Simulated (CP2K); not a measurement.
Band structure of Nb₆GePt (Pm-3, 8 atoms in the cell).

```xyz
8
Lattice="5.0662 0.0000 0.0000 0.0000 5.0662 0.0000 0.0000 0.0000 5.0662" Properties=species:S:1:pos:R:3 pbc="T T T"
Nb     0.0000     2.5331     3.7991
Nb     0.0000     2.5331     1.2671
Nb     3.7991     0.0000     2.5331
Nb     1.2671     0.0000     2.5331
Nb     2.5331     3.7991     0.0000
Nb     2.5331     1.2671     0.0000
Ge     0.0000     0.0000     0.0000
Pt     2.5331     2.5331     2.5331
```

Computed with LDA (Pade form), GPW, DZVP-MOLOPT-SR-GTH basis, GTH-PADE potentials (GTH_POTENTIALS) in CP2K 2026.2.

Settings: CUTOFF = 500 Ry; REL_CUTOFF = 40 Ry; SMEAR/METHOD = GAUSSIAN; SIGMA = 0.1 eV; KPOINTS/SCHEME = MONKHORST-PACK 5 5 5; XC_FUNCTIONAL = PADE; Nb/BASIS_SET = DZVP-MOLOPT-SR-GTH; Nb/POTENTIAL = GTH-PADE-q13; Ge/BASIS_SET = DZVP-MOLOPT-SR-GTH; Ge/POTENTIAL = GTH-PADE-q4; Pt/BASIS_SET = DZVP-MOLOPT-SR-GTH; Pt/POTENTIAL = GTH-PADE-q18; METHOD = GPW; EPS_DEFAULT = 1e-11.

The starting cell comes from a database of computed structures (which also holds hypothetical and non-ambient phases and stackings), without a prior relaxation at this level. Its lattice was rescaled by a random factor within 2.5 % of one. Spin-orbit coupling is off. Spin polarisation is off. Values carry the incompleteness of an atom-centred basis.

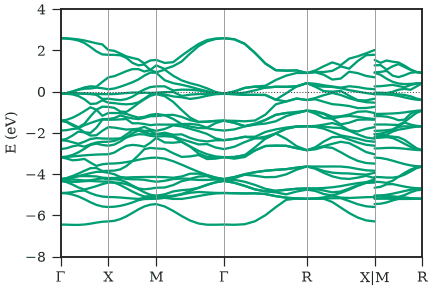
Figure. Bands along the path, energies from the Fermi level.

Levels in eV from the Fermi level, bands 47 to 52:
| point | 47 | 48 | 49 | 50 | 51 | 52 |
|---|---|---|---|---|---|---|
| Γ | -1.40 | -1.40 | -0.10 | -0.10 | -0.10 | -0.10 |
| X | -1.04 | -0.74 | -0.53 | -0.34 | -0.13 | 0.11 |
| M | -1.08 | -0.12 | -0.07 | -0.05 | 0.25 | 0.91 |
| R | -0.92 | -0.41 | -0.41 | 0.41 | 0.41 | 0.41 |

Bands cross the Fermi level along this path, so the cell is metallic at this level.

Higher empty bands are left out: an atom-centred basis made for the valence describes them poorly.
